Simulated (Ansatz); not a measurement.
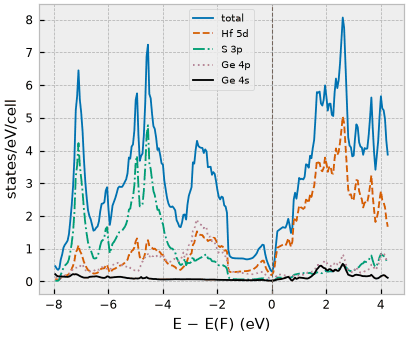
Total and projected density of states of HfGeS in space group P4/nmm (No. 129; Ge on 2a, Hf on 2c, S on 2c), the program Ansatz at the r²SCAN level (PAW)

Q: Which orbitals carry the states next to the Fermi level?

A: Within 0.5 eV of the Fermi level: Hf 5d 63 %, Ge 4p 18 %, S 3p 8 %. Projections are on Löwdin-orthogonalised atomic valence shells; empty p or d shells of many metals are not among them.

Q: Where is the tallest occupied peak in this window, and what makes it?

A: Near -4.5 eV, about 7.2 states/eV per cell; the largest projected share is S 3p.

The workflow started from an entry of the Crystallography Open Database (COD). Whether it is the stable phase at ambient conditions was not checked. Symmetry was held in the r²SCAN relaxation; its stability against distortions is not shown here. No spin polarisation was allowed. Scalar-relativistic: spin–orbit coupling is off unless named, which matters more the heavier the elements.

Potentials: the later of the program's two PAW sets.
